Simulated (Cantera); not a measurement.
Charge: 1 mol Si, 0.07 mol N2O, 540 mol N2, equilibrated at 470 Pa.

Equilibrium computed with Cantera from the NASA thermochemical tables; the gas is ideal and each condensed phase is pure. Candidate condensed phases: Si, SiO2, Si2N2O, Si3N4; 16 gas species. The tables' values for SiN are old estimates; treat these amounts as uncertain. Equilibrium is a limit: real reactors are often held back by kinetics, nucleation or transport.

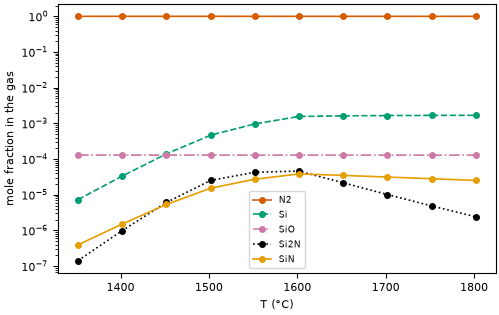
Fig. 1. Equilibrium gas composition (values under 1e-9 drawn at 1e-9)

From 1352 °C to 1452 °C the condensed part is Si3N4(s). From 1502 °C to 1552 °C the condensed part is Si(l). From 1602 °C to 1802 °C nothing is condensed. The main Si-bearing gas is SiO at 1352 °C and Si at 1802 °C.
